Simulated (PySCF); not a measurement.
**One shape, several levels: triplet BH3O3**

Aim: a comparison of 3 runs (UHF/STO-3G, UHF/3-21G, U-wB97M-V/def2-SVPD) of triplet BH3O3. The job is set up through a Python script.

Program for the calculation: PySCF 2.14.0.

2 further runs of the same task are left out: 1 that didn't finish, 1 set aside as unsound or not needed. Runs told in other sessions of the task aren't counted.

## 1. The molecule

BH3O3: 7 atoms, total charge 0, spin state triplet. SMILES of the parent species: `OB(O)O`. The shape is that of a PBE0-D4/def2-TZVP optimisation. That shape belongs to the parent species and isn't relaxed for this state.

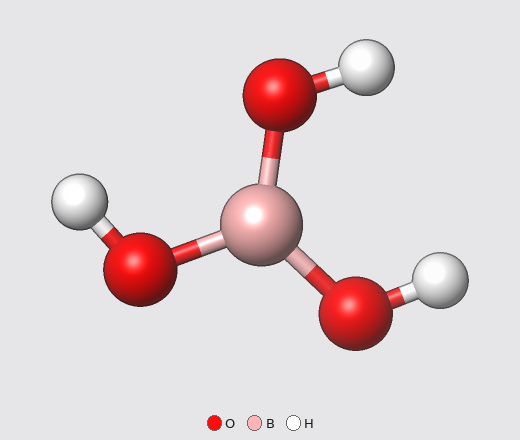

The structure, seen from a chosen angle (oxygen red, boron pink, hydrogen white).

## 2. The energy at UHF/STO-3G (run 1)

Contents of calc.py:

```python
from pyscf import gto, scf

mol = gto.M(
    atom=[
    ('O', (-1.109700, 0.802600, 0.321900)),
    ('B', (-0.012200, -0.006800, 0.228700)),
    ('O', (0.501200, -0.469300, 1.400100)),
    ('O', (0.600700, -0.381300, -0.945400)),
    ('H', (-1.457400, 1.118600, -0.511500)),
    ('H', (1.266800, -1.028200, 1.254500)),
    ('H', (0.210500, -0.035700, -1.748300)),
],
    verbose=4,
    spin=2,
    max_memory=1860,
    basis='sto-3g',
)

mf = scf.UHF(mol)
mf.conv_tol = 1e-10
mf.kernel()
if not mf.converged:
    mf = mf.newton().run(mf.mo_coeff, mf.mo_occ)

e_final = mf.e_tot
print('E(%s) = %.9f' % ('HF', e_final))
```

The run is started by

```
$ OMP_NUM_THREADS=1 python calc.py
```

Log:

```text
PySCF version 2.14.0

[... 42 lines left out ...]
WARN: HOMO 0.256007439642692 >= LUMO -0.441858828060852
[... 70 lines left out ...]
converged SCF energy = -247.434451589514  <S^2> = 2.0093013  2S+1 = 3.0061945
E(HF) = -247.434451590
```

Run time: 0.87 s. Hardware: 1 thread of Arm Neoverse V1, shared host; peak memory 0.095 GiB.

## 3. The energy at UHF/3-21G (run 2)

Contents of calc.py:

```python
from pyscf import gto, scf

molecule = gto.Mole()
molecule.atom = '''
O     -2.097029     1.516694     0.608303
B     -0.023055    -0.012850     0.432180
O      0.947131    -0.886848     2.645806
O      1.135158    -0.720553    -1.786547
H     -2.754087     2.113848    -0.966595
H      2.393905    -1.943016     2.370661
H      0.397787    -0.067463    -3.303808
'''
molecule.spin = 2
molecule.unit = 'bohr'
molecule.max_memory = 1860
molecule.verbose = 4
molecule.basis = '3-21g'
molecule.build()

calc0 = scf.UHF(molecule)
calc0.conv_tol = 1e-10
calc0.kernel()
if not calc0.converged:
    calc0 = calc0.newton().run(calc0.mo_coeff, calc0.mo_occ)

energy = calc0.e_tot
print(f'total energy: {energy:.8f} hartree')
```

The run is started by

```
$ OMP_NUM_THREADS=1 python calc.py
```

Log:

```text
PySCF version 2.14.0

[... 42 lines left out ...]
WARN: HOMO 0.105361240868523 >= LUMO -0.477326777576858
[... 5 lines left out ...]
WARN: HOMO -0.0395979404197391 >= LUMO -0.146338965501099
[... 5 lines left out ...]
WARN: HOMO -0.0417489041597285 >= LUMO -0.12397348853181
[... 5 lines left out ...]
WARN: HOMO -0.0407138945694121 >= LUMO -0.0994439674114669
[... 5 lines left out ...]
WARN: HOMO -0.0435242401763696 >= LUMO -0.071024658676091
[... 5 lines left out ...]
WARN: HOMO -0.0498176176696452 >= LUMO -0.055485381500525
[... 58 lines left out ...]
converged SCF energy = -249.464772300832  <S^2> = 2.0045169  2S+1 = 3.0030097
total energy: -249.46477230 hartree
```

Run time: 0.99 s. Hardware: 1 thread of Arm Neoverse V1, shared host; peak memory 0.098 GiB.

## 4. The energy at U-wB97M-V/def2-SVPD (run 3)

Contents of input.py:

```python
from pyscf import gto, dft

system = gto.Mole()
system.atom = [
    ('O', (-1.109700, 0.802600, 0.321900)),
    ('B', (-0.012200, -0.006800, 0.228700)),
    ('O', (0.501200, -0.469300, 1.400100)),
    ('O', (0.600700, -0.381300, -0.945400)),
    ('H', (-1.457400, 1.118600, -0.511500)),
    ('H', (1.266800, -1.028200, 1.254500)),
    ('H', (0.210500, -0.035700, -1.748300)),
]
system.max_memory = 1860
system.spin = 2
system.basis = 'def2-svpd'
system.verbose = 3
system.build()

myscf = dft.UKS(system, xc='wb97m-v')
myscf.grids.level = 5
myscf.nlcgrids.level = 1
myscf.conv_tol = 1e-10
myscf.kernel()
if not myscf.converged:
    myscf = myscf.newton().run(myscf.mo_coeff, myscf.mo_occ)

e_tot = myscf.e_tot
print(f'total energy: {e_tot:.8f} hartree')
```

The run is started by

```
$ OMP_NUM_THREADS=1 python input.py
```

Log:

```text
WARN: HOMO -0.0150100896548349 >= LUMO -0.466865346800225

WARN: HOMO -0.139295812089766 >= LUMO -0.265692871801425

WARN: HOMO -0.141879553600483 >= LUMO -0.275943621741671

WARN: HOMO -0.139414513932789 >= LUMO -0.277569548912318

WARN: HOMO -0.138742094191406 >= LUMO -0.265546529445518

WARN: HOMO -0.139472591773672 >= LUMO -0.265629605676

WARN: HOMO -0.139501859930188 >= LUMO -0.265793155103866

WARN: HOMO -0.139536173305702 >= LUMO -0.264803295397957

WARN: HOMO -0.139616813456123 >= LUMO -0.264512562670729

WARN: HOMO -0.139699067205778 >= LUMO -0.26405782404635

WARN: HOMO -0.140110898804894 >= LUMO -0.262874417622525

WARN: HOMO -0.140634673978343 >= LUMO -0.261263348392887

WARN: HOMO -0.141089489388492 >= LUMO -0.259135776035131

WARN: HOMO -0.141312564918045 >= LUMO -0.257958372739854

WARN: HOMO -0.140255071743011 >= LUMO -0.259192698963813

WARN: HOMO -0.142096185444935 >= LUMO -0.256734990017837

WARN: HOMO -0.141675267697507 >= LUMO -0.257225394681405

WARN: HOMO -0.141818375824087 >= LUMO -0.256955461043515

WARN: HOMO -0.141615407293326 >= LUMO -0.257233700022788

WARN: HOMO -0.140992005570992 >= LUMO -0.258144808988522

WARN: HOMO -0.141176545180681 >= LUMO -0.258094400866326

WARN: HOMO -0.141220824303351 >= LUMO -0.258531545010744

WARN: HOMO -0.141104377342876 >= LUMO -0.25891693997679

WARN: HOMO -0.141156832457717 >= LUMO -0.259149138264145

WARN: HOMO -0.141151387745154 >= LUMO -0.259172030889144

WARN: HOMO -0.14115222588079 >= LUMO -0.259169235868099

WARN: HOMO -0.141164885031816 >= LUMO -0.25917362262673

WARN: HOMO -0.141160403769396 >= LUMO -0.259167274900024

WARN: HOMO -0.141161395717357 >= LUMO -0.259171128030556

WARN: HOMO -0.141160522048658 >= LUMO -0.259171680688813

converged SCF energy = -251.944479821426  <S^2> = 2.0123343  2S+1 = 3.0082116
total energy: -251.94447982 hartree
```

Run time: 6 min. Hardware: 1 thread of Arm Neoverse V1, shared host; peak memory 0.67 GiB.

## 5. All runs side by side

```csv
run,level,integration grid,nlc grid,energy (Eh),dipole moment (D),HOMO energy (eV),LUMO energy (eV),wall time
1,UHF/STO-3G,–,–,-247.434452,6.79,0.24,2.49,0.87 s
2,UHF/3-21G,–,–,-249.464772,5.54,-2.36,-0.19,0.99 s
3,U-wB97M-V/def2-SVPD,5,1,-251.944480,0.38,-3.84,–,6 min
```

## 6. What came out

| quantity | value |
| --- | --- |
| run 3: total energy | -251.94448 Eh |
| run 3: dipole moment | 0.38 D |
| run 3: HOMO energy (highest over α and β) | -3.84 eV |
| run 3: ⟨S²⟩ | 2.012 |

The dipole moment (its size) runs from 0.38 D (U-wB97M-V/def2-SVPD) to 6.79 D (UHF/STO-3G). The two ends differ in method and basis. So wide a spread suggests that the runs ended on unlike SCF solutions, not only an effect of the method. In run 1 the basis is minimal, so the values are rough. All runs together took 6 min, the longest 6 min.
